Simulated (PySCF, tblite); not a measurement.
# C3H5Br: changes of charge, part 2 of 2

tblite 0.8.0 and PySCF 2.14.0. Atoms count from 0.

### 11 Harmonic vibrations (C₃H₅Br+ (doublet), [CH2][CH+]CBr): PBE0-D3(BJ)/def2-SVP

The job: settings as JSON, then the geometry in Å.

```
{"job": {"xc": "PBE0", "basis": "def2-SVP", "d3": "d3bj", "grid": 2, "kind": "hessian"}, "charge": 1, "multiplicity": 2}
C      1.438567    -0.199367    -0.172076
C      0.289971     0.403947     0.301076
C     -1.034119    -0.082459    -0.076200
Br    -2.555473     0.784915     0.624841
H      2.423173     0.177411     0.122132
H      1.403342    -1.062752    -0.846247
H      0.375880     1.267660     0.972707
H     -1.143537    -0.086958    -1.188182
H     -1.136905    -1.169654     0.155796
```

Log:

```text
coarse grid: 35232 points
cycle   1  E = -2690.2464174339  dE = -4.702e-01  |g| = 1.676e-01  |ddm| = 2.150e+00
cycle   2  E = -2690.1949840264  dE =  5.143e-02  |g| = 3.192e-01  |ddm| = 7.490e-01
cycle   3  E = -2690.2626333161  dE = -6.765e-02  |g| = 9.844e-02  |ddm| = 5.669e-01
cycle   4  E = -2690.2671869704  dE = -4.554e-03  |g| = 2.960e-02  |ddm| = 1.648e-01
cycle   5  E = -2690.2676610547  dE = -4.741e-04  |g| = 1.276e-02  |ddm| = 5.145e-02
cycle   6  E = -2690.2677594559  dE = -9.840e-05  |g| = 2.223e-03  |ddm| = 1.463e-02
cycle   7  E = -2690.2677646196  dE = -5.164e-06  |g| = 1.475e-03  |ddm| = 4.205e-03
final grid: 73560 points
cycle   8  E = -2690.2677530751  dE = -5.099e-07  |g| = 2.085e-03  |ddm| = 4.297e-03
cycle   9  E = -2690.2677465448  dE =  6.530e-06  |g| = 3.883e-03  |ddm| = 7.834e-03
cycle  10  E = -2690.2677557432  dE = -9.198e-06  |g| = 8.895e-04  |ddm| = 6.233e-03
cycle  11  E = -2690.2677563167  dE = -5.734e-07  |g| = 3.034e-04  |ddm| = 1.519e-03
cycle  12  E = -2690.2677565089  dE = -1.922e-07  |g| = 1.450e-04  |ddm| = 1.253e-03
cycle  13  E = -2690.2677565230  dE = -1.411e-08  |g| = 2.178e-05  |ddm| = 1.991e-04
cycle  14  E = -2690.2677565235  dE = -4.202e-10  |g| = 9.397e-06  |ddm| = 4.208e-05
cycle  15  E = -2690.2677565236  dE = -1.328e-10  |g| = 2.637e-06  |ddm| = 2.610e-05
cycle  16  E = -2690.2677565236  dE =  1.000e-11  |g| = 6.209e-07  |ddm| = 3.463e-06
converged SCF energy = -2690.2677565236

mode    cm-1
  1     -75.2
  2     236.1
  3     357.4
  4     365.3
  5     471.4
  6     728.3
  7     886.0
  8     961.1
  9     988.7
 10    1077.1
 11    1100.8
 12    1175.9
 13    1219.5
 14    1286.0
 15    1438.7
 16    1581.0
 17    2949.1
 18    2959.5
 19    3166.5
 20    3197.6
 21    3289.1
ZPE 176.512  H(298)-E 193.205  G(298)-E 98.077 kJ/mol  S 319.06 J/(mol K)
```

Run time: 3.2 min. Hardware: 1 thread of Arm Neoverse V1, shared host; peak memory 1.6 GiB.

Zero-point energy 176.51 kJ/mol (xTB gave 168.72). The log holds an imaginary mode, so this geometry is no minimum and the value is not that of one.

### 12 Optimising the geometry at PBE0-D3(BJ)/def2-SVP

This step treats C3H5Br+ (doublet), labelled `[CH2][CH+]CBr` (the label fixes atoms and charge, not where charge and spin sit).

The job: settings as JSON, then the geometry in Å.

```
{"job": {"xc": "PBE0", "basis": "def2-SVP", "d3": "d3bj", "grid": 1, "kind": "geom"}, "charge": 1, "multiplicity": 2}
C      1.438569    -0.172977    -0.206034
C      0.290226     0.376681     0.336161
C     -1.033922    -0.099820    -0.053917
Br    -2.555563     0.788994     0.619667
H      2.423281     0.197133     0.096334
H      1.403092    -0.985653    -0.945127
H      0.376554     1.175568     1.091107
H     -1.140029    -0.190463    -1.161719
H     -1.139304    -1.173110     0.262014
```

Log:

```text
step   0  E = -2690.26775535  max force = 0.002499
step   1  E = -2690.24255736  max force = 0.102445
step   2  E = -2690.25705647  max force = 0.066868
step   3  E = -2690.26736558  max force = 0.012261
step   4  E = -2690.26769470  max force = 0.006089
step   5  E = -2690.26779002  max force = 0.000902
step   6  E = -2690.26779316  max force = 0.000472
step   7  E = -2690.26779643  max force = 0.000457
step   8  E = -2690.26779912  max force = 0.000203
optimisation converged
```

Wall time 48 s (1 thread of Arm Neoverse V1, shared host); peak memory 0.52 GiB.

Along the way: (the energy doesn't fall at every step)

| step | energy from step 0 (eV) | largest force component (eV/Å) |
| --- | --- | --- |
| 0 | 0.0000 | 0.1285 |
| 1 | 0.6857 | 5.2679 |
| 2 | 0.2911 | 3.4385 |
| 3 | 0.0106 | 0.6305 |
| 4 | 0.0017 | 0.3131 |
| 5 | -0.0009 | 0.0464 |
| 6 | -0.0010 | 0.0243 |
| 7 | -0.0011 | 0.0235 |
| 8 | -0.0012 | 0.0104 |

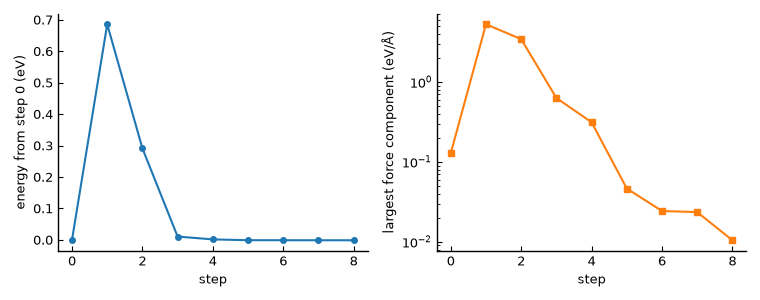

Energy and largest force along the relaxation.

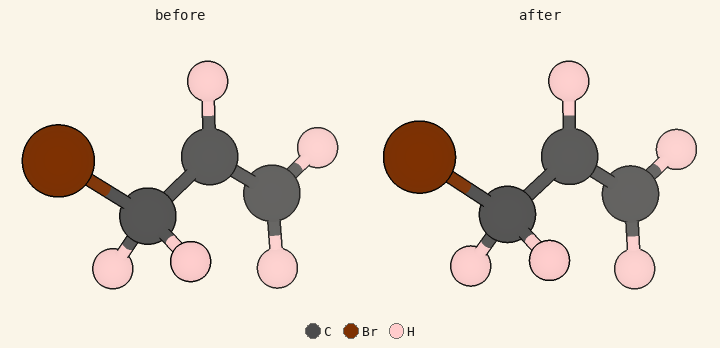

The geometry before (left) and after (right).

Close pairs (by a distance rule), those that changed most:

| bond | before (Å) | after (Å) | change (Å) |
| --- | --- | --- | --- |
| C1–H6 | 1.103 | 1.097 | -0.005 |
| C2–H8 | 1.124 | 1.120 | -0.004 |
| C0–H5 | 1.099 | 1.096 | -0.003 |
| C2–H7 | 1.117 | 1.114 | -0.003 |
| C0–C1 | 1.384 | 1.381 | -0.003 |
| C2–Br3 | 1.887 | 1.886 | -0.001 |
| C1–C2 | 1.460 | 1.460 | -0.001 |
| C0–H4 | 1.095 | 1.095 | -0.000 |

The end geometry stands in the next job.

| at the end point | value |
| --- | --- |
| point group (found at 0.08 Å tolerance) | C1 |
| rotational constants (GHz, main isotopes) | 34.182, 1.780, 1.710 |
| ⟨S²⟩ | 0.755 |

### 13 Harmonic vibrations (C3H5Br+ (doublet), [CH2][CH+]CBr): PBE0-D3(BJ)/def2-SVP

The job: settings as JSON, then the geometry in Å.

```
{"job": {"xc": "PBE0", "basis": "def2-SVP", "d3": "d3bj", "grid": 2, "kind": "hessian"}, "charge": 1, "multiplicity": 2}
C      1.433552    -0.181877    -0.229310
C      0.299020     0.367772     0.334442
C     -1.035210    -0.094878    -0.035539
Br    -2.536409     0.803539     0.668756
H      2.425838     0.180097     0.057593
H      1.379136    -0.985873    -0.972127
H      0.404361     1.159609     1.086998
H     -1.161084    -0.164411    -1.139730
H     -1.146137    -1.167608     0.267105
```

Log:

```text
coarse grid: 35232 points
cycle   1  E = -2690.2465129731  dE = -4.693e-01  |g| = 1.675e-01  |ddm| = 2.150e+00
cycle   2  E = -2690.1960193158  dE =  5.049e-02  |g| = 3.172e-01  |ddm| = 7.453e-01
cycle   3  E = -2690.2626525055  dE = -6.663e-02  |g| = 9.847e-02  |ddm| = 5.637e-01
cycle   4  E = -2690.2672177162  dE = -4.565e-03  |g| = 2.957e-02  |ddm| = 1.649e-01
cycle   5  E = -2690.2676911207  dE = -4.734e-04  |g| = 1.277e-02  |ddm| = 5.148e-02
cycle   6  E = -2690.2677898086  dE = -9.869e-05  |g| = 2.235e-03  |ddm| = 1.464e-02
cycle   7  E = -2690.2677950898  dE = -5.281e-06  |g| = 1.487e-03  |ddm| = 4.270e-03
final grid: 73560 points
cycle   8  E = -2690.2677888908  dE = -4.978e-07  |g| = 2.103e-03  |ddm| = 4.330e-03
cycle   9  E = -2690.2677820668  dE =  6.824e-06  |g| = 3.949e-03  |ddm| = 7.998e-03
cycle  10  E = -2690.2677916268  dE = -9.560e-06  |g| = 8.904e-04  |ddm| = 6.341e-03
cycle  11  E = -2690.2677922007  dE = -5.738e-07  |g| = 3.023e-04  |ddm| = 1.509e-03
cycle  12  E = -2690.2677923962  dE = -1.955e-07  |g| = 1.447e-04  |ddm| = 1.275e-03
cycle  13  E = -2690.2677924102  dE = -1.408e-08  |g| = 2.247e-05  |ddm| = 1.997e-04
cycle  14  E = -2690.2677924108  dE = -5.384e-10  |g| = 1.031e-05  |ddm| = 5.001e-05
cycle  15  E = -2690.2677924110  dE = -2.010e-10  |g| = 3.207e-06  |ddm| = 4.174e-05
cycle  16  E = -2690.2677924110  dE = -1.728e-11  |g| = 1.112e-06  |ddm| = 9.966e-06
converged SCF energy = -2690.2677924110

mode    cm-1
  1     -63.0
  2     236.0
  3     350.7
  4     376.8
  5     472.5
  6     728.6
  7     883.5
  8     959.8
  9     986.6
 10    1062.8
 11    1118.5
 12    1177.0
 13    1220.6
 14    1285.9
 15    1438.8
 16    1580.6
 17    2920.4
 18    2990.7
 19    3166.6
 20    3197.6
 21    3289.1
ZPE 176.486  H(298)-E 193.232  G(298)-E 97.991 kJ/mol  S 319.44 J/(mol K)
```

Run time: 3.2 min. Hardware: 1 thread of Arm Neoverse V1, shared host; peak memory 1.6 GiB.

Zero-point energy 176.49 kJ/mol (xTB gave 168.72). The log holds an imaginary mode, so this geometry is no minimum and the value is not that of one.

### 14 Single point (C3H5Br): wB97X-D3(BJ)/ma-def2-TZVP

Geometry: PBE0-D3(BJ)/def2-SVP, that of another charge or spin state.

The job, as its differences from that of step 13:

```diff
@@ -1,2 +1,2 @@
-{"job": {"xc": "PBE0", "basis": "def2-SVP", "d3": "d3bj", "grid": 2, "kind": "hessian"}, "charge": 1, "multiplicity": 2}
+{"job": {"kind": "sp", "xc": "wB97X", "basis": "ma-def2-TZVP", "d3": "d3bj", "grid": 2}, "charge": 0, "multiplicity": 1}
 C      1.433552    -0.181877    -0.229310
```

Log:

```text
coarse grid: 35232 points
cycle   1  E = -2691.4390546929  dE = -6.637e-01  |g| = 3.631e-01  |ddm| = 2.254e+00
cycle   2  E = -2691.4533660949  dE = -1.431e-02  |g| = 2.714e-01  |ddm| = 4.911e-01
cycle   3  E = -2691.4678676722  dE = -1.450e-02  |g| = 5.374e-02  |ddm| = 2.039e-01
cycle   4  E = -2691.4685629012  dE = -6.952e-04  |g| = 2.253e-02  |ddm| = 5.584e-02
cycle   5  E = -2691.4686858208  dE = -1.229e-04  |g| = 4.843e-03  |ddm| = 2.964e-02
cycle   6  E = -2691.4686941576  dE = -8.337e-06  |g| = 1.476e-03  |ddm| = 1.048e-02
final grid: 73560 points
cycle   7  E = -2691.4686835530  dE = -6.430e-07  |g| = 1.163e-03  |ddm| = 4.624e-03
cycle   8  E = -2691.4686836467  dE = -9.376e-08  |g| = 1.138e-03  |ddm| = 2.497e-03
cycle   9  E = -2691.4686839266  dE = -2.798e-07  |g| = 1.052e-04  |ddm| = 6.845e-04
cycle  10  E = -2691.4686839335  dE = -6.930e-09  |g| = 8.697e-05  |ddm| = 4.587e-04
converged SCF energy = -2691.4686839335
```

Run time: 7.5 s. Hardware: 1 thread of Arm Neoverse V1, shared host; peak memory 0.68 GiB.

### 15 Single point (C3H5Br+ (doublet), [CH2][CH+]CBr): wB97X-D3(BJ)/ma-def2-TZVP

Geometry: PBE0-D3(BJ)/def2-SVP.

The job, as its differences from that of step 14:

```diff
@@ -1,2 +1,2 @@
-{"job": {"kind": "sp", "xc": "wB97X", "basis": "ma-def2-TZVP", "d3": "d3bj", "grid": 2}, "charge": 0, "multiplicity": 1}
+{"job": {"kind": "sp", "xc": "wB97X", "basis": "ma-def2-TZVP", "d3": "d3bj", "grid": 2}, "charge": 1, "multiplicity": 2}
 C      1.433552    -0.181877    -0.229310
```

Log:

```text
final grid: 73560 points
cycle   1  E = -2691.0960143198  dE = -1.617e-02  |g| = 1.678e-01  |ddm| = 3.818e-01
cycle   2  E = -2691.0993665916  dE = -3.352e-03  |g| = 1.528e-01  |ddm| = 2.475e-01
cycle   3  E = -2691.1116815622  dE = -1.231e-02  |g| = 1.978e-02  |ddm| = 1.291e-01
cycle   4  E = -2691.1119536931  dE = -2.721e-04  |g| = 9.252e-03  |ddm| = 2.065e-02
cycle   5  E = -2691.1122790122  dE = -3.253e-04  |g| = 6.948e-03  |ddm| = 3.024e-02
cycle   6  E = -2691.1125096451  dE = -2.306e-04  |g| = 4.489e-03  |ddm| = 2.894e-02
cycle   7  E = -2691.1126562741  dE = -1.466e-04  |g| = 3.105e-03  |ddm| = 2.799e-02
cycle   8  E = -2691.1127199054  dE = -6.363e-05  |g| = 1.672e-03  |ddm| = 2.045e-02
cycle   9  E = -2691.1127422737  dE = -2.237e-05  |g| = 6.416e-04  |ddm| = 1.478e-02
cycle  10  E = -2691.1127454655  dE = -3.192e-06  |g| = 2.150e-04  |ddm| = 7.113e-03
cycle  11  E = -2691.1127455417  dE = -7.629e-08  |g| = 7.830e-05  |ddm| = 5.447e-04
cycle  12  E = -2691.1127455569  dE = -1.512e-08  |g| = 5.059e-05  |ddm| = 2.430e-04
cycle  13  E = -2691.1127455617  dE = -4.859e-09  |g| = 3.293e-05  |ddm| = 4.933e-04
converged SCF energy = -2691.1127455617
```

It took 16 s on 1 thread of Arm Neoverse V1, shared host; peak memory 0.74 GiB.

### 16 Single point (C₃H₅Br): wB97X-D3(BJ)/ma-def2-TZVP in acetonitrile

Geometry: PBE0-D3(BJ)/def2-SVP.

The job: settings as JSON, then the geometry in Å.

```
{"job": {"kind": "sp", "xc": "wB97X", "basis": "ma-def2-TZVP", "d3": "d3bj", "grid": 2, "solvent": "acetonitrile"}, "charge": 0, "multiplicity": 1}
C      1.411638    -0.291232    -0.089193
C      0.321177     0.467221     0.035223
C     -1.061930    -0.034576    -0.158573
Br    -2.107288     0.114831     1.493270
H      2.412507     0.126595     0.046207
H      1.343477    -1.356744    -0.331804
H      0.417952     1.528725     0.290452
H     -1.620130     0.557412    -0.896073
H     -1.085785    -1.093372    -0.445239
```

Log:

```text
final grid: 73560 points
cycle   1  E = -2691.4868620102  dE = -6.278e-04  |g| = 1.229e-02  |ddm| = 1.676e-01
cycle   2  E = -2691.4869362785  dE = -7.427e-05  |g| = 7.065e-03  |ddm| = 5.719e-02
cycle   3  E = -2691.4869510571  dE = -1.478e-05  |g| = 2.957e-03  |ddm| = 1.558e-02
cycle   4  E = -2691.4869558580  dE = -4.801e-06  |g| = 7.241e-04  |ddm| = 1.435e-02
cycle   5  E = -2691.4869561962  dE = -3.382e-07  |g| = 2.769e-04  |ddm| = 3.188e-03
cycle   6  E = -2691.4869562306  dE = -3.443e-08  |g| = 1.047e-04  |ddm| = 4.840e-04
cycle   7  E = -2691.4869562372  dE = -6.562e-09  |g| = 2.291e-05  |ddm| = 4.774e-04
converged SCF energy = -2691.4869562372
```

Wall time 6.6 s (1 thread of Arm Neoverse V1, shared host); peak memory 0.74 GiB.

### 17 Single point (C₃H₅Br+ (doublet), [CH2][CH+]CBr): wB97X-D3(BJ)/ma-def2-TZVP in acetonitrile

Geometry: PBE0-D3(BJ)/def2-SVP.

The job: settings as JSON, then the geometry in Å.

```
{"job": {"kind": "sp", "xc": "wB97X", "basis": "ma-def2-TZVP", "d3": "d3bj", "grid": 2, "solvent": "acetonitrile"}, "charge": 1, "multiplicity": 2}
C      1.433552    -0.181877    -0.229310
C      0.299020     0.367772     0.334442
C     -1.035210    -0.094878    -0.035539
Br    -2.536409     0.803539     0.668756
H      2.425838     0.180097     0.057593
H      1.379136    -0.985873    -0.972127
H      0.404361     1.159609     1.086998
H     -1.161084    -0.164411    -1.139730
H     -1.146137    -1.167608     0.267105
```

Log:

```text
final grid: 73560 points
cycle   1  E = -2691.2126463243  dE = -3.110e-03  |g| = 2.790e-02  |ddm| = 2.519e-01
cycle   2  E = -2691.2134610352  dE = -8.147e-04  |g| = 1.870e-02  |ddm| = 7.959e-02
cycle   3  E = -2691.2138109901  dE = -3.500e-04  |g| = 8.127e-03  |ddm| = 2.470e-02
cycle   4  E = -2691.2141109606  dE = -3.000e-04  |g| = 5.084e-03  |ddm| = 2.946e-02
cycle   5  E = -2691.2142879963  dE = -1.770e-04  |g| = 2.377e-03  |ddm| = 2.520e-02
cycle   6  E = -2691.2143387898  dE = -5.079e-05  |g| = 1.112e-03  |ddm| = 1.601e-02
cycle   7  E = -2691.2143433314  dE = -4.542e-06  |g| = 3.191e-04  |ddm| = 5.485e-03
cycle   8  E = -2691.2143435204  dE = -1.891e-07  |g| = 1.416e-04  |ddm| = 6.953e-04
cycle   9  E = -2691.2143435619  dE = -4.144e-08  |g| = 4.607e-05  |ddm| = 4.249e-04
cycle  10  E = -2691.2143435692  dE = -7.352e-09  |g| = 1.501e-05  |ddm| = 1.853e-04
converged SCF energy = -2691.2143435692
```

Wall time 13 s (1 thread of Arm Neoverse V1, shared host); peak memory 0.74 GiB.

### 18 Changes of charge: wB97X-D3(BJ)/ma-def2-TZVP

This step combines the energies above: geometries from PBE0-D3(BJ)/def2-SVP, zero-point and thermal terms from PBE0-D3(BJ)/def2-SVP.

The job: settings as JSON, then the geometry in Å.

```
{"job": {"kind": "rx", "dirs": [1], "geom": {"xc": "PBE0", "basis": "def2-SVP", "d3": "d3bj", "grid": 1}, "hess": 1, "level": {"xc": "wB97X", "basis": "ma-def2-TZVP", "d3": "d3bj", "solvents": ["acetonitrile"]}}, "charge": 0, "multiplicity": 1}
C      1.411638    -0.291232    -0.089193
C      0.321177     0.467221     0.035223
C     -1.061930    -0.034576    -0.158573
Br    -2.107288     0.114831     1.493270
H      2.412507     0.126595     0.046207
H      1.343477    -1.356744    -0.331804
H      0.417952     1.528725     0.290452
H     -1.620130     0.557412    -0.896073
H     -1.085785    -1.093372    -0.445239
```

Output (the driver's rows laid out field by field):

```text
ionisation and electron attachment, wB97X-D3(BJ)/ma-def2-TZVP // PBE0-D3(BJ)/def2-SVP

row 1
  change                  oxidation
  charge                  1
  multiplicity            2
  vertical_ev             10.0971
  vertical_s2             0.765
  formula                 C3H5Br
  smiles                  [CH2][CH+]CBr
  kept                    yes
  pieces                  1
  point_group             C1
  faults                  imaginary_mode
  adiabatic_electronic_ev 10.0302
  adiabatic_ev            9.9253
  free_energy_ev          9.9025
  s2                      0.757
  bonds_moved             2 3 1.961 1.886; 0 1 1.334 1.381; 1 2 1.484 1.46; 2 8 1.097 1.12
  spin_on                 0 C 0.526; 1 C 0.258; 3 Br 0.104
  charge_moved            3 Br 0.242; 0 C 0.231; 1 C 0.202; 8 H 0.093
  vertical_back_ev        9.6856
  relaxation_parent_ev    0.3446
  relaxation_ion_ev       0.0669
  reorganisation_ev       0.4115
  solution                solvent acetonitrile, absolute_potential_v 7.2905, solvation_parent_kj -14.72, solvation_ion_kj -266.75
```

It took 12 min on 1 thread of Arm Neoverse V1, shared host; peak memory 0.74 GiB.

Energy taken up on oxidation, or given off on reduction (eV; adiabatic with zero-point energy):

| change | product | vertical | adiabatic | free energy | reorganisation | ⟨S²⟩ |
| --- | --- | --- | --- | --- | --- | --- |
| oxidation (multiplicity 2) | [CH2][CH+]CBr | 10.10 | 9.93 | 9.90 | 0.41 | 0.76 |

On oxidation to multiplicity 2 charge changes most on Br3 (+0.24 e), C0 (+0.23 e), C1 (+0.20 e); the spin sits on C0 (0.53), C1 (0.26), Br3 (0.10); the bond C2–Br3 goes from 1.961 to 1.886 Å; the absolute potential is 7.29 V in acetonitrile.

The driver flags rows whose values are rough: an imaginary mode (oxidation).

### 19 Outcome

The summary covers parts 1 to 2.

```
                                     quantity                                 value
    strongest single infrared mode (GFN2-xTB)                  1212 cm⁻¹, 42 km/mol
                 zero-point energy (GFN2-xTB)                         43.2 kcal/mol
                                  point group                                    C1
         rotational constants (main isotopes)                 19.52, 1.96, 1.90 GHz
ionisation energy (wB97X-D3(BJ)/ma-def2-TZVP)  vertical 10.10 eV, adiabatic 9.93 eV
```

What this shows: All 21 modes are real, so the xTB geometry is a minimum. The strongest single mode, at 1212 cm⁻¹, moves mainly H8 and H7. Unscaled tight-binding wavenumbers are off by several per cent, some by more. Its intensities can rank the bands wrongly. Relaxing lowered the energy by 0.026 eV in 2 steps; the close pair that moved most is C0–H4, from 1.076 to 1.093 Å (PBE0/def2-SVP). Steps that list no spin-orbit terms leave them out, which matters at and beside the heavy atoms. At wB97X-D3(BJ)/ma-def2-TZVP, relaxation with the zero-point term after oxidation moves the energy taken up from 10.10 eV (vertical) to 9.93 eV (adiabatic, with zero-point energy). The driver flags rows whose values are rough: an imaginary mode (oxidation).
